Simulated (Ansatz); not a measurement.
**SiH4O (silanol): BHLYP/STO-3G**

What is the energy change on altering one bond length of SiH4O (silanol) at BHLYP/STO-3G? 

The calculation is run with Ansatz 0.2.0.

47 further runs of the same task are left out: 47 set aside as unsound or not needed.

## (1) The molecule

SiH4O: 6 atoms, total charge 0, spin state singlet. As SMILES, `O[SiH3]`. Geometry: relaxed at PBE0-D4/def2-TZVP.

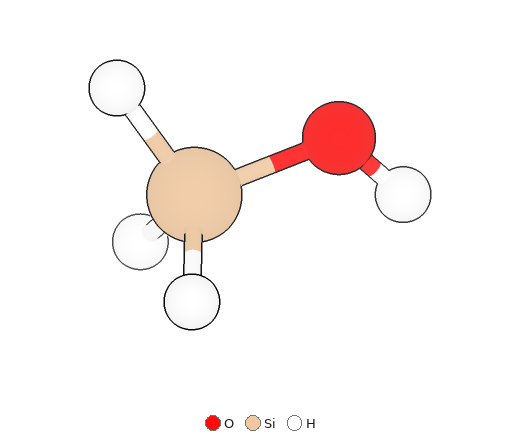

Viewed from a chosen angle; oxygen red, silicon light orange, hydrogen white.

## (2) The energy at BHLYP/STO-3G

in.yaml

```yaml
basis:
  gaussian: {orbitals: STO-3G}
crystal:
  periodic: [false, false, false]
  atoms:
    - {symbol: O, position_ang: [0.636700, -1.030300, 0.419000]}
    - {symbol: Si, position_ang: [-0.035700, 0.346500, -0.187000]}
    - {symbol: H, position_ang: [0.069100, -1.629200, 0.904700]}
    - {symbol: H, position_ang: [-1.128300, 0.045700, -1.152800]}
    - {symbol: H, position_ang: [1.060500, 1.064900, -0.875600]}
    - {symbol: H, position_ang: [-0.602300, 1.202400, 0.891700]}
hamiltonian: {xc: {name: BHLYP}}
accuracy: high
```

Started as:

```console
$ ansatz run in.yaml --threads 1 --pin off --max-ram 2610MiB --events-out events.jsonl --progress --plain --runs-dir runs
```

What it wrote:

```text
Warning: RAYON_NUM_THREADS=1 ignored (pool sized by the plan → 1); use --threads N
Functional definition: BHLYP
  name "BHLYP"
  parameter a = 0.5
  exchange = (1 - a)*b88_x + a*exact_x
  correlation = lyp_c
314 factors; integrals over basis functions are off by at most 3.0e-8 eV
mean field evaluation 1: about -9867.1265 eV, gradient 2.1e1 eV
mean field evaluation 2: about -9868.0910 eV, gradient 1.3e1 eV
mean field evaluation 4: about -9868.5572 eV, gradient 1.8e-1 eV
mean field evaluation 8: about -9868.5491 eV, gradient 3.3e-4 eV
mean field -9868.54909320 eV, -362.6624900324 hartree, gradient 4.4e-8 eV, S^2 0.000000; 0 other end points of the search recorded, 0 dependent functions left out
reference -9868.54911126 eV, -362.6624906961 hartree; 13, 13 occupied and 5, 5 virtual orbitals, 314 factors
Total energy: -9868.54911126 eV, -362.6624906961 hartree
```

It took 1.3 s on 1 thread of Arm Neoverse V2, shared host; peak memory 0.092 GiB.

## (3) The distorted shape at the same level

input.yaml

```yaml
crystal:
  periodic: [false, false, false]
  atoms:
    - {symbol: O, position_ang: [0.362682, -1.209879, 0.591130]}
    - {symbol: Si, position_ang: [-0.309718, 0.166921, -0.014870]}
    - {symbol: H, position_ang: [-0.204918, -1.808779, 1.076830]}
    - {symbol: H, position_ang: [-1.402318, -0.133879, -0.980670]}
    - {symbol: H, position_ang: [1.060500, 1.064900, -0.875600]}
    - {symbol: H, position_ang: [-0.876318, 1.022821, 1.063830]}
basis:
  gaussian: {orbitals: STO-3G}
accuracy: high
hamiltonian: {xc: {name: BHLYP}}
```

Started as:

```console
$ ansatz run input.yaml --threads 1 --pin off --max-ram 2610MiB --events-out events.jsonl --progress --plain --runs-dir runs
```

What it wrote:

```text
Warning: RAYON_NUM_THREADS=1 ignored (pool sized by the plan → 1); use --threads N
[... 5 set-up lines as earlier in the session ...]
314 factors; integrals over basis functions are off by at most 3.0e-8 eV
mean field evaluation 1: about -9865.3917 eV, gradient 2.2e1 eV
mean field evaluation 2: about -9866.4838 eV, gradient 1.4e1 eV
mean field evaluation 4: about -9867.0954 eV, gradient 2.6e-1 eV
mean field evaluation 8: about -9867.0760 eV, gradient 6.3e-4 eV
mean field -9867.07601609 eV, -362.6083554471 hartree, gradient 5.8e-8 eV, S^2 0.000000; 0 other end points of the search recorded, 0 dependent functions left out
reference -9867.07603451 eV, -362.6083561238 hartree; 13, 13 occupied and 5, 5 virtual orbitals, 314 factors
Total energy: -9867.07603451 eV, -362.6083561238 hartree
```

Wall time 0.83 s (1 thread of Arm Neoverse V2, shared host); peak memory 0.093 GiB.

## (4) Summary of results

Level: BHLYP/STO-3G.

| quantity | value |
| --- | --- |
| first shape: total energy | -362.66249 Eh |
| distorted shape: total energy | -362.60836 Eh |
| energy change with the Si2–H5 bond stretched from 1.481 to 1.851 Å | 1.473 eV |

With the Si2–H5 bond stretched from 1.481 to 1.851 Å the energy rises by 1.47 eV (142 kJ/mol). The first shape isn't relaxed at this level, so the change isn't measured from a minimum. The minimal basis adds a large error of its own.
